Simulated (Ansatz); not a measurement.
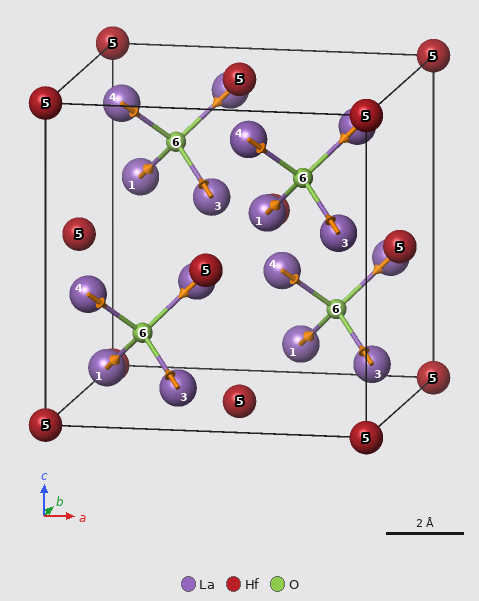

This is a relaxation of crystalline La4HfO (a generated structure, set up in F-43m) (coarse preliminary run). The starting structure is drawn; orange arrows show the displacements (the part carried along by the change of the cell is left out), magnified 10 times.

The picture is a ball-and-stick view of the conventional cell (4 times the calculation's cell), seen slightly off an axis. Lengths and directions refer to the drawn axes.

The calculation used DFT PBE, scalar-relativistic, plane waves, PAW (Ansatz).

Input
```yaml
crystal:
  lattice:
    - [0.0, 4.29839214, 4.29839214]
    - [4.29839214, 0.0, 4.29839214]
    - [4.29839214, 4.29839214, 0.0]
  atoms:
    - { symbol: La, position: [0.60984025, 0.60984025, 0.60984025] }
    - { symbol: La, position: [0.60984025, 0.60984025, 0.17047924] }
    - { symbol: La, position: [0.60984025, 0.17047924, 0.60984025] }
    - { symbol: La, position: [0.17047924, 0.60984025, 0.60984025] }
    - { symbol: Hf, position: [0.0, 0.0, 0.0] }
    - { symbol: O, position: [0.75, 0.75, 0.75] }
basis:
  ecutwfc: 420
kpoints:
  mp_grid: { grid: [4, 4, 4] }
hamiltonian:
  xc: pbe
scf:
  occupations: { method: gaussian, width: 0.1 }
  lower_state_search: "off"
output:
  forces: true
  stress: true
  eigenvalues: true
relax:
  adjacent_minimum: "off"
  f_tol: 0.04
  max_steps: 70
  cell: { stress_tol: 0.4 }
```

Command:
```bash
ansatz run input.yaml --threads 1 --pin off --max-ram 2560MiB --backend cpu --events-out ev --progress --plain --runs-dir out
```

What happened in the run?

Answer. Over 5 accepted moves (7 points after the start) the energy falls by 4.252 eV per cell of the calculation. Largest force component: 0.74 eV/Å at the start, 0.019 eV/Å at the end. The pressure goes from 28.81 to 0.10 GPa. The SCF was repeated twice at an unchanged geometry on a basis and grid sized afresh for the cell, which shifted the energy by 0.151 eV per cell of the calculation at most. The largest moves relative to the cell, 0.072 Å, are those of La1, La2, La3 and La4. La1 goes along [1 −1 1]. Hf and O stay in place. The volume changes by +41.1 %, with a = b = c 8.597 → 9.643 Å (+12.2 %). Among the contacts that change: La1–La2 2.671 → 3.114 Å, La1–La2 (another image) 3.408 → 3.705 Å, La1–O6 2.087 → 2.269 Å. The space group stays F-43m (No. 216).
